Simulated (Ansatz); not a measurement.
# BH2Br (SMILES BBr): CCSD(T)/STO-3G

What is the energy change on altering one bond length of BH2Br at CCSD(T)/STO-3G? 

The results are computed with Ansatz 0.2.0.

61 further runs of the same task are left out: 2 that didn't finish, 59 set aside as unsound or not needed.

**1. The structure to begin with**

The species is BH2Br (4 atoms), meant as a singlet with charge 0. SMILES: `BBr`. The coordinates come from a PBE0-D4/def2-TZVP relaxation.

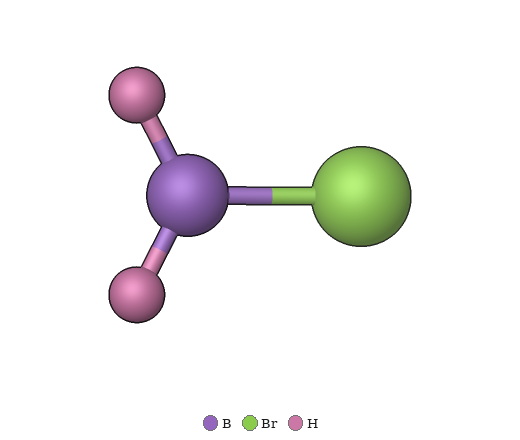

Viewed from a chosen angle; boron purple, bromine green, hydrogen pink.

**2. The energy at CCSD(T)/STO-3G**

run.yaml reads:

```yaml
crystal:
  periodic: [false, false, false]
  atoms:
    - {symbol: B, position_ang: [-0.153900, 0.025000, -0.096900]}
    - {symbol: Br, position_ang: [1.470100, -0.363400, 0.790800]}
    - {symbol: H, position_ang: [-1.111200, -0.617300, 0.191700]}
    - {symbol: H, position_ang: [-0.149500, 0.895400, -0.905900]}
basis:
  gaussian:
    orbitals: STO-3G
correlation:
  method: ccsd_t
  frozen_orbitals: {B: 1, Br: 9, H: 0}
accuracy: high
scf:
  omitted_lower_state_checks: [cluster_reference, increment]
```

Launch:

```bash
$ ansatz run run.yaml --threads 1 --pin off --max-ram 2610MiB --events-out events.jsonl --progress --plain --runs-dir runs
```

The program printed, shortened:

```text
Warning: RAYON_NUM_THREADS=1 ignored (pool sized by the plan → 1); use --threads N
Functional definition: HF
  name "HF"
[...]
344 factors; integrals over basis functions are off by at most 1.7e-8 eV
[...]
mean field -69939.11975120 eV, -2570.2152444186 hartree, gradient 6.7e-8 eV, S^2 0.000000; 0 other end points of the search recorded, 0 dependent functions left out
10 core orbitals not correlated: weight in the atoms' cores, before any rotation towards them, 1.000 or more for the frozen orbitals, at most 0.000 for the correlated occupied ones
reference -69939.11975120 eV, -2570.2152444186 hartree; 11, 11 occupied and 4, 4 virtual orbitals, 344 factors
second order -1.25509130 eV of doubles, -0.00000000 eV of singles
cycle   1  -1.50678323 eV  change   -2.5e-1 eV  update   6.1e-2
[...]
cycle  18  -1.68421318 eV  change   -1.0e-9 eV  update  6.8e-10
perturbative correction -0.04422470 eV, -0.0016252276 hartree
Total energy: -69940.84818908 eV, -2570.2787633389 hartree
Checks for a lower state left out: cluster_reference, increment
```

Wall time 0.22 s (1 thread of Arm Neoverse V2, shared host).

**3. The distorted shape**

molecule.yaml reads:

```yaml
crystal:
  periodic: [false, false, false]
  atoms:
    - {symbol: B, position_ang: [0.085439, 0.185584, -0.169054]}
    - {symbol: Br, position_ang: [1.709439, -0.202816, 0.718646]}
    - {symbol: H, position_ang: [-1.111200, -0.617300, 0.191700]}
    - {symbol: H, position_ang: [0.089839, 1.055984, -0.978054]}
basis:
  gaussian:
    orbitals: STO-3G
correlation:
  method: ccsd_t
  frozen_orbitals: {B: 1, Br: 9, H: 0}
accuracy: high
scf:
  omitted_lower_state_checks: [cluster_reference, increment]
```

Launch:

```bash
$ ansatz run molecule.yaml --threads 1 --pin off --max-ram 2610MiB --events-out events.jsonl --progress --plain --runs-dir runs
```

The program printed, shortened:

```text
Warning: RAYON_NUM_THREADS=1 ignored (pool sized by the plan → 1); use --threads N
[... 2 set-up lines as earlier in the session ...]
[...]
343 factors; integrals over basis functions are off by at most 1.7e-8 eV
[...]
mean field -69937.87195780 eV, -2570.1693888567 hartree, gradient 9.8e-8 eV, S^2 0.000000; 0 other end points of the search recorded, 0 dependent functions left out
10 core orbitals not correlated: weight in the atoms' cores, before any rotation towards them, 1.000 or more for the frozen orbitals, at most 0.000 for the correlated occupied ones
reference -69937.87195780 eV, -2570.1693888567 hartree; 11, 11 occupied and 4, 4 virtual orbitals, 343 factors
second order -1.45639719 eV of doubles, -0.00000000 eV of singles
cycle   1  -1.77509877 eV  change   -3.2e-1 eV  update   6.8e-2
[...]
cycle  18  -2.01046710 eV  change   -2.0e-9 eV  update   1.1e-9
perturbative correction -0.04936898 eV, -0.0018142765 hartree
Total energy: -69939.93179387 eV, -2570.2450864363 hartree
Checks for a lower state left out: cluster_reference, increment
```

It took 0.22 s on 1 thread of Arm Neoverse V2, shared host.

**4. Summary of results**

At CCSD(T)/STO-3G, 10 core orbitals frozen:

| quantity | value |
| --- | --- |
| first shape: total energy | -2570.27876 Eh |
| first shape: correlation energy (10 core orbitals frozen) | -63.5 mEh |
| first shape: (T) correction | -1.63 mEh |
| first shape: T1 diagnostic | 0.013 |
| distorted shape: total energy | -2570.24509 Eh |
| distorted shape: correlation energy (10 core orbitals frozen) | -75.7 mEh |
| distorted shape: (T) correction | -1.81 mEh |
| distorted shape: T1 diagnostic | 0.013 |
| energy change with the B1–H3 bond stretched from 1.188 to 1.486 Å | 0.916 eV |

What this shows: With the B1–H3 bond stretched from 1.188 to 1.486 Å the energy rises by 0.92 eV (21.1 kcal/mol). The first shape isn't relaxed at this level, so the change isn't measured from a minimum. The minimal basis adds a large error of its own. The triples (first shape) make up 2.6 % of the correlation energy. The triples (distorted shape) make up 2.4 % of the correlation energy.
